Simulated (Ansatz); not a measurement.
**Fields on a plane of Ti3Al (D019 type, space group P6_3/mmc)**

```xyz
8
Lattice="5.7556 0.0000 0.0000 -2.8778 4.9845 0.0000 0.0000 0.0000 4.6550" Properties=species:S:1:pos:R:3 pbc="T T T"
Ti     2.8778     3.2922     1.1637
Ti    -1.4123     4.1384     3.4912
Ti     1.4656     0.8461     1.1637
Ti     0.0000     1.6923     3.4912
Ti     4.2901     0.8461     1.1637
Ti     1.4123     4.1384     3.4912
Al     0.0000     3.3230     1.1637
Al     2.8778     1.6615     3.4912
```

The slice is a (-1 1 0 0) plane (indices of the conventional cell) through the point (0.830, 0.170, 0.250) (fractional), spanned by u = [001] and v = [110] in vectors of this cell: u (4.65 Å) and v (5.76 Å, at 90° to u). It covers one period; positions are fractions (u, v).

Atoms on it: Ti at (0.00, 0.00); Al at (0.00, 0.50). Other atoms lie within 1 Å of the plane.

Calculation: PBE (plane waves to 420 eV, PAW, scalar-relativistic; Ansatz, a quantum-chemistry and plane-wave program). k mesh 10×10×10. These are valence fields of a PAW run, semicore shells included where kept as valence: close to a nucleus they are smooth pseudo fields. Ti3Al is run without spin polarisation. Ti3Al was relaxed with its symmetry unable to fall.

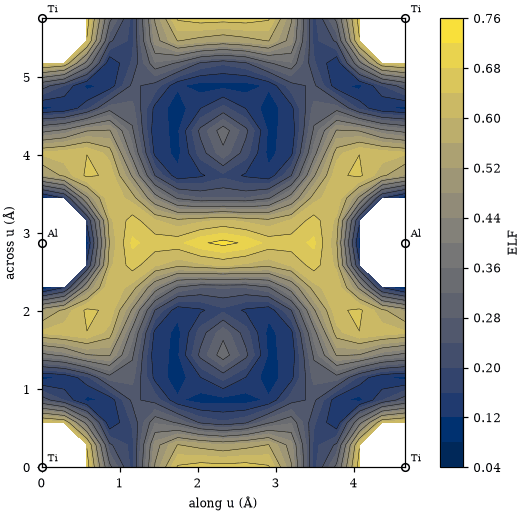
Electron localisation function (ELF), one period of the plane, atoms marked. Points within 0.5 Å of a nucleus are left white, as the pseudised field means little there.

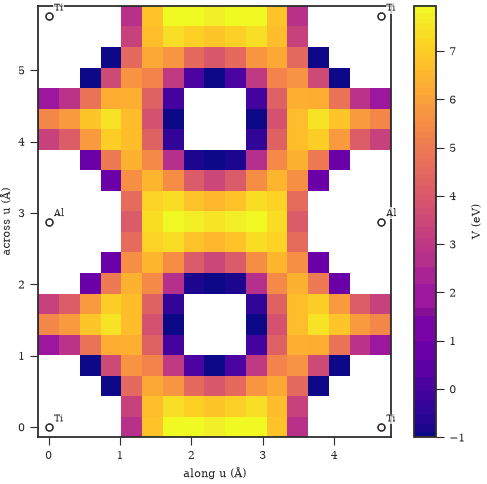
*Electrostatic potential energy of an electron, from the cell's mean, in eV, one period of the plane, atoms marked. Points within 1 Å of a nucleus are left white, as the pseudised field means little there. Values under -1 eV are set to -1. The zero, the cell's mean, hangs on the PAW cores.*

The density on the Ti–Al line (2.88 Å) at its density minimum, 1.4 Å from Ti is 0.19 e/Å³ and the ELF at that point is 0.3. ELF maximum in the middle third of the Ti–Al line: 0.62, 1.8 Å from Ti.
